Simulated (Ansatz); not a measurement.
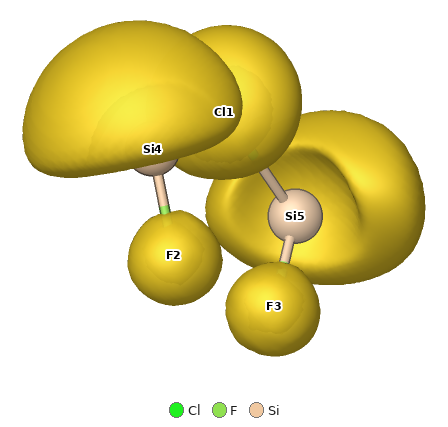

The picture shows: ClF₂Si₂ (charge +1). Isosurface of the electron localisation function at 0.8 (yellow), seen at an oblique angle. Core shells and regions of very low density are left out.

Geometry: B3LYP/6-31G*.

Level of theory: isolated molecule in a Gaussian basis; Kohn-Sham density functional theory, functional PBE0 in Ansatz 0.2.0.

```xyz
5

Cl   -0.5014    1.0371    0.1141
F    -1.1849   -1.1792   -1.8123
F     1.7622   -0.0321   -1.5642
Si   -2.1661   -0.3791   -0.8517
Si    1.8252    1.0781   -0.4289
```

**What do the ELF domains correspond to?**

The ELF exceeds this value in two lobes on Si, pointing away from the bonds (lone pairs), one region wrapped around Cl (its lone pairs, merged into a ring or cap) and two regions wrapped around F (its lone pairs, merged into a ring or cap). Along the contacts the grid gives the following. Si–F (1.59 Å): the ELF peaks at about 0.85 in the valence shell of F, 0.5 Å from its nucleus, and is about 0.50 at the midpoint. Si–Cl (2.39 Å): the ELF peaks at about 0.85 between the atoms; a polar covalent bond.
